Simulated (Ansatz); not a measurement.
```yaml
atoms:
  - { symbol: Br, position_ang: [0.8055, -2.5925, 2.1354] }
  - { symbol: Si, position_ang: [-1.4440, -1.2925, -0.5772] }
  - { symbol: Si, position_ang: [-0.1396, -0.8098, 1.1427] }
  - { symbol: H, position_ang: [0.2755, 0.4514, 1.8213] }
```

Geometry: B3LYP-D3(BJ)/def2-SVP.

These are results of isolated molecule in a Gaussian basis; Kohn-Sham density functional theory, functional PBE0 (Ansatz 0.2.0), not measurements.

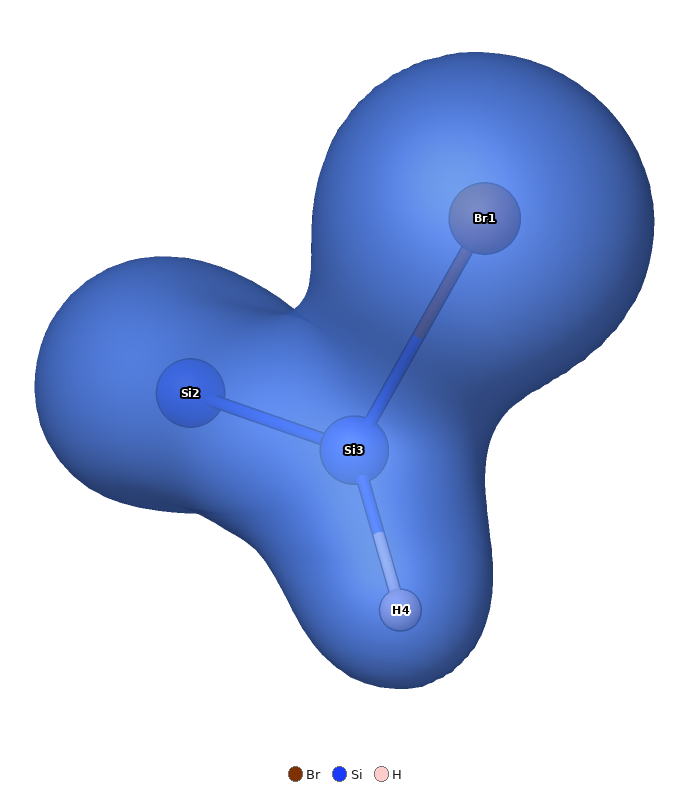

BrHSi2 (SMILES [Si]=[SiH]Br). Isosurface of the total electron density at 0.2 e/Å³ (blue), seen at an oblique angle.

### What does this surface tell about the bonding?

At this value the surface is in one piece. It bridges the sampled Si–Si (2.21 Å), Si–Br (2.25 Å) and Si–H (1.49 Å) contacts, where the density stays above the isovalue. On the grid the lowest density along these lines, outside the cores, is 0.65 e/Å³ (Si–Si, 2.21 Å), 0.57 e/Å³ (Si–Br, 2.25 Å) and 0.81 e/Å³ (Si–H, 1.49 Å).
